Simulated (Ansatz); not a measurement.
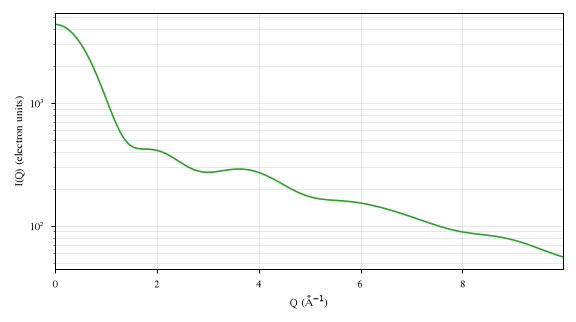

Elastic X-ray scattering of a randomly oriented, rigid molecule, calculated with the Debye equation from neutral-atom form factors (independent atoms, no Compton part, no vibration). The geometry is the end point of an optimisation (Ansatz, RKS PBE0-D4/STO-3G); it may be a saddle point or a higher isomer. It contains N, Si, F, S, H.

> How many electrons does the independent-atom model of the molecule hold?

I(0) is the square of the electron number: I(0) = 4350, so about 66 electrons, the count of FH6NSSi2.

> What radius of gyration does the initial fall-off give?

From I(Q) ≈ I(0) exp(−Q²R²/3) at small Q, R ≈ 2.08 Å. It is larger than the electron-weighted radius of the nuclear positions alone (1.94 Å), because each atom's electron cloud adds to it.
